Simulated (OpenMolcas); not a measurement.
**Si2H4ClF (SMILES F[SiH]([SiH3])Cl): a chain of runs**

We compute a series of 17 runs (HF/ANO-XS-VDZ, CASSCF(8,8)/ANO-XS-VDZ, CASPT2[IPEA 0](8,8)/ANO-XS-VDZ, SC-NEVPT2(8,8)/ANO-XS-VDZ, MC-PDFT[ftLSDA](8,8)/ANO-XS-VDZ, CASPT2(8,8)/ANO-XS-VDZ, PC-NEVPT2(8,8)/ANO-XS-VDZ) of ClFH4Si2. 

The calculation is run with OpenMolcas 26.06.

1 further run of the same task is left out (it didn't finish).

## (1) Starting point

The species is Si2H4ClF (8 atoms), meant as a singlet with charge 0. SMILES: `F[SiH]([SiH3])Cl`. The coordinates come from a PBE0-D4/def2-TZVP relaxation.

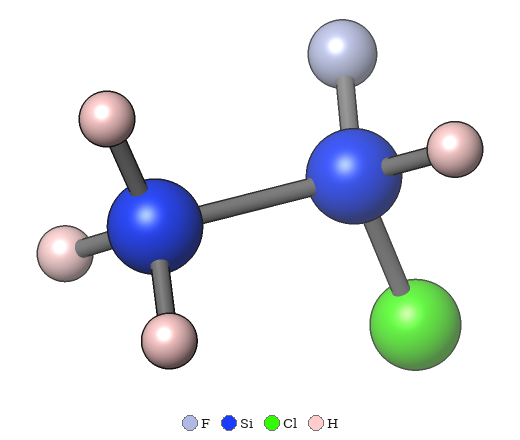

The structure, seen from a chosen angle (fluorine light blue, silicon blue, chlorine green, hydrogen pink).

## (2) The energy at HF/ANO-XS-VDZ (DKH2) (run 1)

geom.xyz reads:

```xyz
8

F     -1.329000     1.796800     0.161200
Si    -0.382900     0.812800    -0.667700
Si     0.539000    -0.793000     0.761300
Cl    -1.534100    -0.130100    -2.075900
H      0.596600     1.655400    -1.392300
H      1.355700    -0.131100     1.812300
H      1.403500    -1.693800    -0.044400
H     -0.556600    -1.574100     1.389600
```

step1.inp reads:

```
&gateway
 coord=geom.xyz
 basis=ANO-XS-VDZ
 group=NoSym

&seward
 relativistic=R02E00

&scf
 prorbitals=1 2
```

On the command line:

```bash
$ export MOLCAS_MEM=1860
$ pymolcas step1.inp > step1.log
```

What it wrote:

```text
--- Start Module: gateway ---
[...]
--- Stop Module: gateway /rc=_RC_ALL_IS_WELL_ ---
--- Start Module: seward ---
[...]
      Basis functions           56
--- Stop Module: seward /rc=_RC_ALL_IS_WELL_ ---
--- Start Module: scf ---
[...]
       Convergence after  10 Iterations
[...]
::    Total SCF energy                              -1141.7326456751
[...]
      Total spin, S                                     0.0000000000
[...]
      Total electronic charge=   58.000000
      Total            charge=   -0.000000
[...]
      Dipole Moment (debye):
      Origin of the operator (angstrom)=   -0.6293    0.2491   -0.5716
                   X=  2.7882E+00               Y= -6.4728E-01               Z=  9.4882E-01           Total=  3.0155E+00
      Quadrupole Moment (debye*angstrom):
[...]
--- Stop Module: scf /rc=_RC_ALL_IS_WELL_ ---
[...]
```

Wall time 1.9 s (1 thread of Intel Xeon 6975P-C (Granite Rapids), shared host); peak memory 0.39 GiB.

## (3) The vertical excitations at CASSCF(8,8)/ANO-XS-VDZ (DKH2, 2 states averaged) (run 2)

geom.xyz is that of step 2.

step2.input reads:

```
&GATEWAY
  COORD=geom.xyz
  BASIS=ANO-XS-VDZ
  GROUP=NoSym

&SEWARD
  RELATIVISTIC=R02E00

&RASSCF
  FILEORB=$CurrDir/step1.ScfOrb
  SPIN=1
  NACTEL=8 0 0
  INACTIVE=25
  RAS2=8
  CIROOT=2 2 1
  ORBLISTING=Nothing
  ORBAPPEAR=Compact
```

On the command line:

```bash
$ export MOLCAS_MEM=1860
$ pymolcas step2.input > step2.log
```

What it wrote:

```text
--- Start Module: gateway ---
[...]
--- Stop Module: gateway /rc=_RC_ALL_IS_WELL_ ---
--- Start Module: seward ---
[...]
      Basis functions           56
--- Stop Module: seward /rc=_RC_ALL_IS_WELL_ ---
--- Start Module: rasscf ---
[...]
      Number of active orbitals                  8
[...]
      Spin quantum number                      0.0
[...]
      Active orbitals                            8
[...]
      Number of CSFs                          1764
[...]
      Number of root(s) required                 2
[...]
      Convergence after 34 iterations
[...]
      printout of CI-coefficients larger than  0.05 for root  1
      energy=   -1141.767602
      conf/sym  11111111     Coeff  Weight
             1  22220000  -0.98240 0.96510
           106  ud2200ud  -0.05034 0.00253
[...]
      Natural orbitals and occupation numbers for root  1
      sym 1:   1.974647   1.980743   1.984032   1.998184   0.001601   0.014083   0.021701   0.025009
      Natural orbitals and occupation numbers for root  2
      sym 1:   1.976293   1.962008   1.984849   1.055999   0.959419   0.013912   0.019294   0.028227
      ************************************************************************************************************************
      *                                                    Final results                                                     *
[...]
::    RASSCF root number  1 Total energy:  -1141.76760154
::    RASSCF root number  2 Total energy:  -1141.46841522
[...]
      Total electronic charge=   58.000000
      Total            charge=   -0.000000
[...]
      Dipole Moment (debye):
      Origin of the operator (angstrom)=   -0.6293    0.2491   -0.5716
                   X=  3.3976E-01               Y= -2.0718E+00               Z= -1.7507E+00           Total=  2.7336E+00
      Quadrupole Moment (debye*angstrom):
[...]
```

Run time: 4.5 s. Hardware: 1 thread of Intel Xeon 6975P-C (Granite Rapids), shared host; peak memory 0.39 GiB.

Runs 3 to 16 aren't shown in full; the table further down has their settings and results.

## (4) A geometry optimisation at CASSCF(8,8)/ANO-XS-VDZ (DKH2) (run 17)

geom.xyz is that of step 3.

step17.inp reads:

```
>>> EXPORT MOLCAS_PRINT=2

&GATEWAY
 COORD=geom.xyz
 BASIS=ANO-XS-VDZ
 GROUP=NoSym
>>> COPY $CurrDir/step2.RasOrb $Project.RasOrb
>>> EXPORT MOLCAS_MAXITER=40
>>> Do While

&SEWARD
 RELATIVISTIC=R02E00

&RASSCF
 FILEORB=$Project.RasOrb
 SPIN=1
 NACTEL=8 0 0
 INACTIVE=25
 RAS2=8
 ORBLISTING=Nothing
 ORBAPPEAR=Compact

&SLAPAF
>>> EndDo
```

On the command line:

```bash
$ export MOLCAS_MEM=1860
$ pymolcas step17.inp > step17.log
```

What it wrote:

```text
--- Start Module: gateway ---
[...]
--- Stop Module: gateway /rc=_RC_ALL_IS_WELL_ ---
[...]
      Basis functions           56
[...]
      Number of active orbitals                  8
[...]
      Spin quantum number                      0.0
[...]
      Active orbitals                            8
[...]
      Number of CSFs                          1764
[...]
      Number of root(s) required                 1
[...]
      Convergence after 39 iterations
[...]
      printout of CI-coefficients larger than  0.05 for root  1
      energy=   -1141.778348
      conf/sym  11111111     Coeff  Weight
             1  22220000  -0.98290 0.96609
            82  u2d20ud0   0.05248 0.00275
            97  20220002   0.07882 0.00621
      Natural orbitals and occupation numbers for root  1
      sym 1:   1.981132   1.974312   1.984150   1.991727   0.008106   0.013824   0.021406   0.025344
      ************************************************************************************************************************
      *                                                    Final results                                                     *
[...]
::    RASSCF root number  1 Total energy:  -1141.77834761
[...]
--- Start Module: slapaf ---
[...]
      Convergence after  4 iterations
[...]
      Natural orbitals and occupation numbers for root  1
      sym 1:   1.976668   1.972544   1.980434   1.991424   0.008375   0.016776   0.025383   0.028396
      ************************************************************************************************************************
      *                                                    Final results                                                     *
[...]
::    RASSCF root number  1 Total energy:  -1141.79053725
[...]
      Total electronic charge=   58.000000
      Total            charge=   -0.000000
[...]
```

It took 50 s on 1 thread of Intel Xeon 6975P-C (Granite Rapids), shared host; peak memory 0.4 GiB.

Step by step:

| step | energy from the first frame kept (eV) | largest force (eV/Å) |
| --- | --- | --- |
| 0 | 0.0000 | 3.4065 |
| 1 | -0.1815 | 1.8872 |
| 2 | -0.3022 | 0.5785 |
| 3 | -0.3146 | 0.5174 |
| 4 | -0.3258 | 0.3189 |
| 5 | -0.3292 | 0.1601 |
| 6 | -0.3303 | 0.1053 |
| 7 | -0.3310 | 0.0612 |
| 8 | -0.3313 | 0.0464 |
| 9 | -0.3316 | 0.0294 |
| 10 | -0.3316 | 0.0301 |
| 11 | -0.3317 | 0.0183 |
| 12 | -0.3317 | 0.0101 |
| 13 | -0.3317 | 0.0045 |

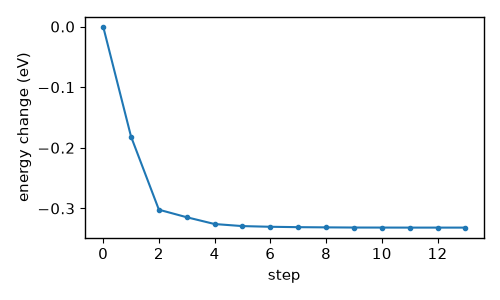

Energy along the run.

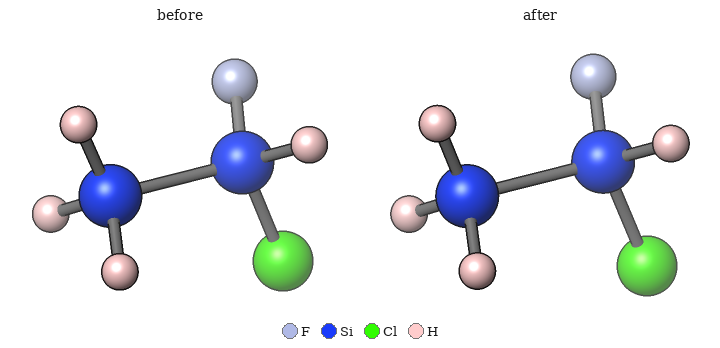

Before and after, at one scale.

After the run. Bond lengths: F1–Si2 1.677 Å, Si2–Si3 2.397 Å, Si2–Cl4 2.199 Å, Si2–H5 1.463 Å, Si3–H6 1.476 Å, Si3–H7 1.476 Å, Si3–H8 1.500 Å. Some angles: F1–Si2–Si3 108.4°, F1–Si2–Cl4 107.3°, Si3–Si2–Cl4 109.1°, F1–Si2–H5 106.8°, Si3–Si2–H5 117.8°, Cl4–Si2–H5 106.9°, Si2–Si3–H6 108.1°, Si2–Si3–H7 107.5°, Si2–Si3–H8 108.3°, H6–Si3–H7 110.4°.

## (5) The series

| run | level | starting guess | task | partner | energy (Eh) | dipole moment (D) of the reference | wall time |
| --- | --- | --- | --- | --- | --- | --- | --- |
| 1 | HF/ANO-XS-VDZ (DKH2) | – | energy | base | -1141.732646 | 3.02 | 1.9 s |
| 2 | CASSCF(8,8)/ANO-XS-VDZ (DKH2, 2 states averaged) | orbitals of step 1 | excited | base | -1141.767602 | 2.87 | 4.5 s |
| 3 | CASPT2[IPEA 0](8,8)/ANO-XS-VDZ (DKH2, ipea shift 0 Eh, pt2 variant MS, 2 states averaged) | orbitals of step 2 | excited | base | -1142.014381 | 2.87 | 5.1 s |
| 4 | CASSCF(8,8)/ANO-XS-VDZ (DKH2, valence bond yes) | orbitals of step 2 | energy | base | not converged | – | 4.8 s |
| 5 | SC-NEVPT2(8,8)/ANO-XS-VDZ (DKH2, pt2 variant QD-SC-NEVPT2, 2 states averaged) | orbitals of step 2 | excited | triplet | -1141.748656 | 1.98 | 8.4 s |
| 6 | CASPT2[IPEA 0](8,8)/ANO-XS-VDZ (DKH2, RICD fitting, ipea shift 0 Eh, pt2 variant XMS, 2 states averaged, root 2) | orbitals of step 2 | optimise | base | not converged | – | 6.8 min |
| 7 | MC-PDFT[ftLSDA](8,8)/ANO-XS-VDZ (DKH2, 2 states averaged) | orbitals of step 2 | excited | base | -1140.952270 | 2.87 | 3.6 s |
| 8 | CASSCF(8,8)/ANO-XS-VDZ (DKH2, 2 states averaged) | orbitals of step 2 | excited | base | -1141.767600 | 2.87 | 3.3 s |
| 9 | CASPT2[IPEA 0](8,8)/ANO-XS-VDZ (DKH2, ipea shift 0 Eh, pt2 variant MS, real shift 0.1 Eh, 3 states averaged) | orbitals of step 2 | excited | base | -1142.013680 | 2.87 | 11 s |
| 10 | CASPT2(8,8)/ANO-XS-VDZ (DKH2, ipea shift 0.25 Eh, pt2 variant SS, real shift 0.1 Eh, 2 states averaged) | orbitals of step 2 | excited | Si2–Cl4 2.56 Å | -1142.001681 | 3.71 | 8.7 s |
| 11 | CASPT2(8,8)/ANO-XS-VDZ (DKH2, ipea shift 0.25 Eh, pt2 variant SS, 2 states averaged, sigma2 shift 0.3) | orbitals of step 2 | excited | base | -1142.014033 | 2.87 | 5.7 s |
| 12 | CASSCF(8,8)/ANO-XS-VDZ (DKH2, 2 states averaged, second multiplicity 3, second roots 3) | orbitals of step 2 | spin-orbit | base | -1141.767600 | – | 12 s |
| 13 | PC-NEVPT2(8,8)/ANO-XS-VDZ (DKH2, pt2 variant QD-PC-NEVPT2, 2 states averaged) | orbitals of step 2 | excited | base | -1142.011730 | 2.87 | 5.7 s |
| 14 | CASSCF(8,8)/ANO-XS-VDZ (DKH2, 2 states averaged, root 2) | orbitals of step 2 | optimise | base | not converged | – | 3.7 min |
| 15 | CASPT2[IPEA 0](8,8)/ANO-XS-VDZ (DKH2, ipea shift 0 Eh, pt2 variant XMS, 2 states averaged) | orbitals of step 2 | excited | base | -1142.016396 | 2.87 | 5.1 s |
| 16 | CASSCF(8,8)/ANO-XS-VDZ (DKH2, root 2, 2 states averaged) | orbitals of step 2 | gradient | base | -1141.468416 | – | 4.5 s |
| 17 | CASSCF(8,8)/ANO-XS-VDZ (DKH2) | orbitals of step 2 | optimise | base | -1141.790537 | 3.58 | 50 s |

## (6) Outcome

```
                                                      quantity           value
       run 17, CASSCF(8,8)/ANO-XS-VDZ: total energy at the end  -1141.79054 Eh
run 17, CASSCF(8,8)/ANO-XS-VDZ: dipole moment (CASSCF density)          3.58 D
```

All runs together took 13 min, the longest 6.8 min. 3 of the 17 runs did not end normally.
